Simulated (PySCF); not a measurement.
## A study: C₄H₄S, SMILES `c1ccsc1`

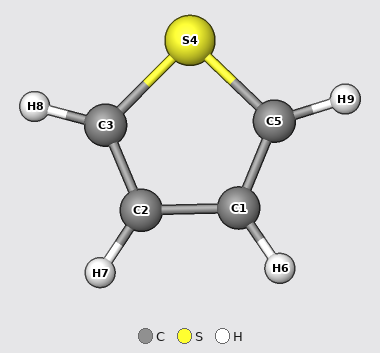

The molecule, with its atoms numbered as below. No frequency check shows the geometry to be a minimum.

Cartesian coordinates (Å):

```
C1       1.2655    0.7073    0.0000
C2       1.2656   -0.7072    0.0000
C3       0.0126   -1.2258    0.0000
S4      -1.1929   -0.0000    0.0000
C5       0.0125    1.2258    0.0000
H6       2.1593    1.3051    0.0000
H7       2.1594   -1.3049    0.0000
H8      -0.2847   -2.2555    0.0000
H9      -0.2849    2.2554    0.0000
```

Part 1: Bonding charge

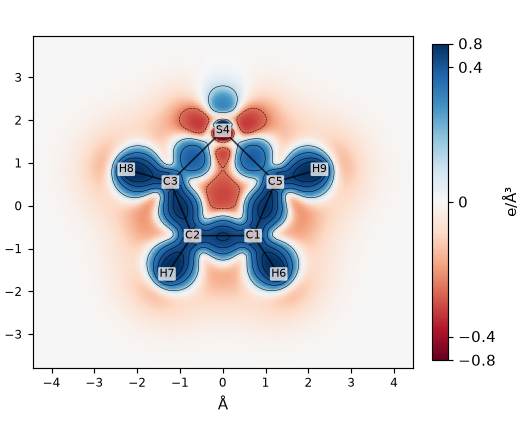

Deformation density (molecule less spherical, spin-averaged free atoms) in the molecular plane; colour scale in e/Å³, logarithmic beyond ±0.1; blue: gain, red: loss.

Computed with PySCF, ωB97X/def2-TZVP, geometry: GFN2-xTB.

Question: Describe the bonding that the map shows.

Answer: C3–H8 and C5–H9: +0.81 e/Å³ at the bond critical point (bond length 1.07 Å, Mayer order 0.9). C1–H6 and C2–H7: +0.79 e/Å³ at the bond critical point (bond length 1.07 Å, Mayer order 1.0). C2–C3 and C1–C5: +0.72 e/Å³ at the bond critical point (bond length 1.36 Å, Mayer order 1.7). C1–C2: +0.64 e/Å³ at the bond critical point (bond length 1.42 Å, Mayer order 1.3). S4–C5 and C3–S4: +0.36 e/Å³ at the bond critical point (bond length 1.72 Å, Mayer order 1.3). In all, 2.2 electrons gather in the regions of gain relative to the promolecule.

Question: Where do the Hirshfeld charges lie?

Answer: The highest Hirshfeld charge is on S4 (+0.10 e), the lowest on C3 and C5 (−0.09 e).

```json
{"atom": "C1", "charge (e)": "−0.08"}
{"atom": "C2", "charge (e)": "−0.08"}
{"atom": "C3", "charge (e)": "−0.09"}
{"atom": "S4", "charge (e)": "+0.10"}
{"atom": "C5", "charge (e)": "−0.09"}
{"atom": "H6", "charge (e)": "+0.06"}
{"atom": "H7", "charge (e)": "+0.06"}
{"atom": "H8", "charge (e)": "+0.06"}
{"atom": "H9", "charge (e)": "+0.06"}
```

Part 2: Electrostatic potential

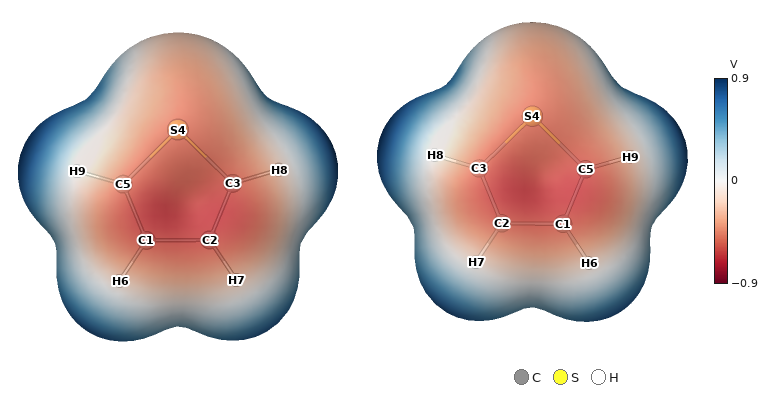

Electrostatic potential on the surface of electron density 0.001 a.u. (back view left, front view right).

Question: Where are the extremes of the potential on the surface?

Answer: Highest: 0.90 V, 1.3 Å from H8, and at like points elsewhere. Further maxima include 0.75 V, 1.3 Å from H7, and at like points elsewhere. Lowest: −0.66 V, off the C1–C5 bond (2.1 to 2.2 Å from its atoms), and at like points elsewhere. The surface is sampled at points, so like sites can differ by a few per cent and only the strongest of them is named.

Question: What volume does the surface enclose, and what is the dipole moment?

Answer: About 107 Å³; the dipole moment is 0.6 D.

Part 3: Magnetic shielding

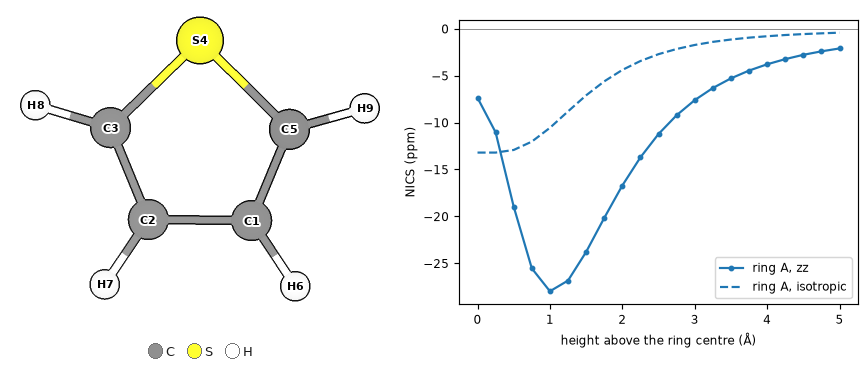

GIAO NICS scans along the ring normals; ring A: 5-membered ring C1/C2/C3/S4/C5.

Level of theory: HF/6-31+G* (PySCF), at a geometry from GFN2-xTB.

Question: What does each scan say about the ring current?

Answer: Ring A is strongly diatropic (aromatic): NICSzz reaches −28.0 ppm at 1.00 Å; NICS(0) = −13.2, NICS(1) = −10.6, NICS(1)zz = −28.0 ppm.

Part 4: The π system

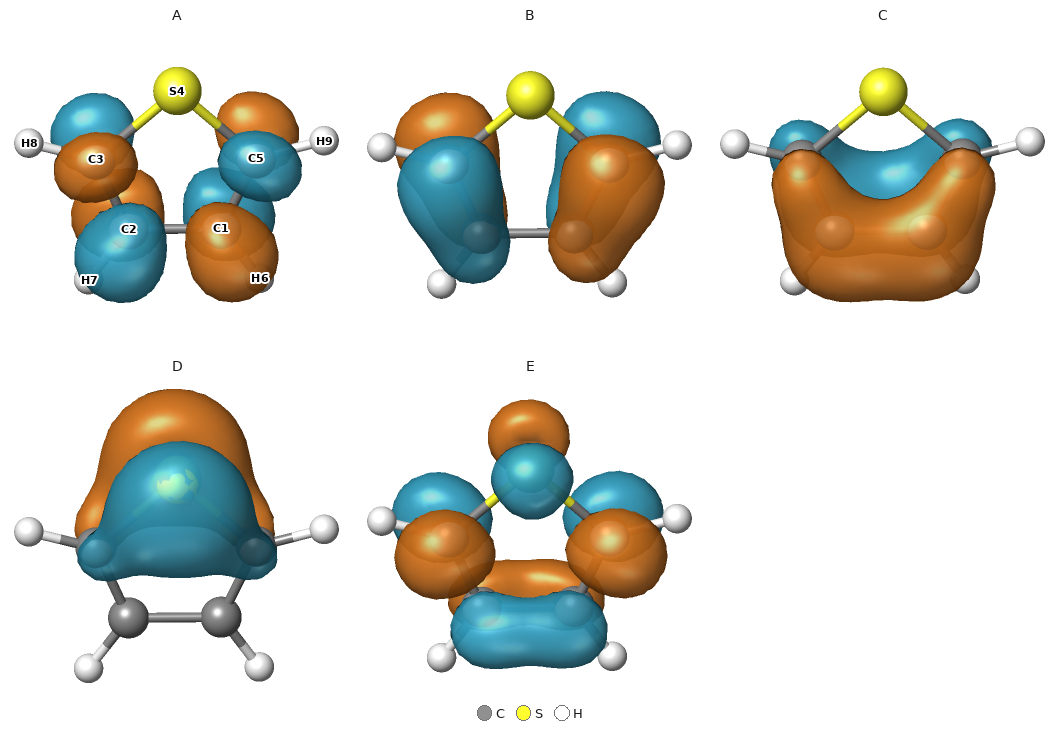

Natural orbitals of the π active space, CASSCF(6,5), singlet state, in random order.

Computed with PySCF, def2-SVPD basis, geometry: GFN2-xTB.

Question: Which orbitals are strongly, which singly and which weakly occupied?

Answer: Strongly: D (2.00), C (1.95), B (1.91). Weakly: E (0.09), A (0.06). Broadly, orbitals with more nodes between bonded atoms hold fewer electrons.

Question: How multiconfigurational is the state?

Answer: The leading determinant weighs 0.93; the effective number of unpaired electrons, Σ n²(2−n)², is 0.09; the most occupied of the weakly occupied orbitals holds 0.09 e, as in an ordinary closed-shell π system. The active space lowers the energy by 1.36 eV against Hartree–Fock.

Question: Where does the lowest triplet lie relative to the singlet, at this geometry and within this active space?

Answer: 4.22 eV above it by strongly contracted NEVPT2 (+3.80 eV by CASSCF); a small basis tends to put such gaps a few tenths of an eV too high. This is a vertical energy for π states alone; a state that uses lone pairs or σ orbitals may lie lower.

The PySCF runs shown took 13 s, 8.2 s and 24 s on 1 thread of Intel(R) Xeon(R) 6975P-C (Granite Rapids) (shared host).
